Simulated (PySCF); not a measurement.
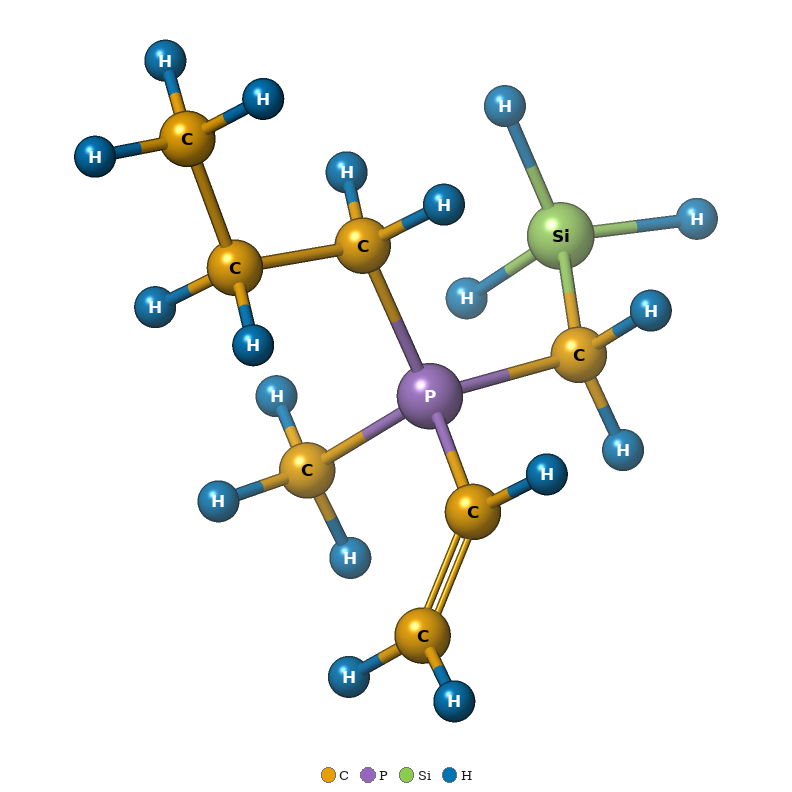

Orthographic view. Atoms fade into the background with distance from the viewer. State: charge +1, singlet. The computed structure is the end point of a PBE0-D3(BJ)/def2-SVP optimisation. No frequency run is at hand to confirm it as a minimum.

Question: Give the standard InChI.

Answer: InChI=1S/C7H18PSi/c1-4-6-8(3,5-2)7-9/h5H,2,4,6-7H2,1,3,9H3/q+1/t8-/m0/s1
